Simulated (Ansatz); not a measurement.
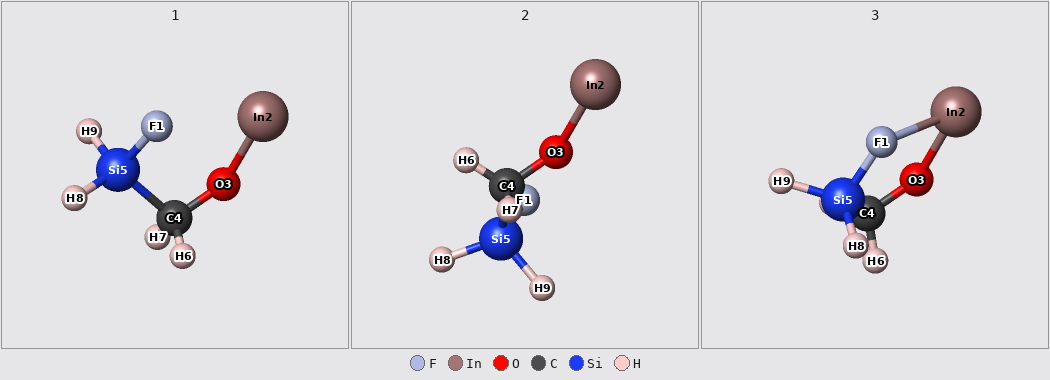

CH4FInOSi. 
- Coordinates scanned: (1) dihedral O3–C4–Si5–F1; (2) dihedral In2–O3–C4–Si5.
- Nothing is relaxed (all other coordinates rigid).
- Grid: 15 × 15 points.
- Points are written as (first, second).
- All energies are given in cm⁻¹ relative to the lowest grid point.
- These are results of RKS B3LYP-D4/def2-SVP in Ansatz 0.2.0, not measurements.

The numbered pictures are structures from this grid.

### Which is the most stable, and how do the others follow?

1, at (−36°, 36°): 0 cm⁻¹; 3, at (12°, −12°): 1803 cm⁻¹; 2, at (−36°, −180°): 2397 cm⁻¹.

The map, with the structures marked:

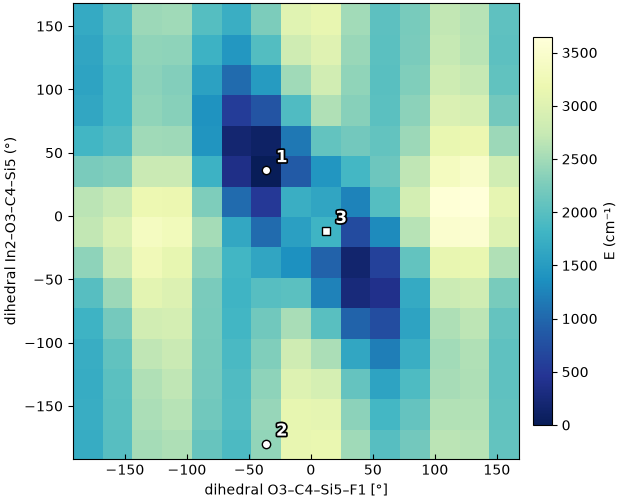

Drawn: one coloured cell a grid point.
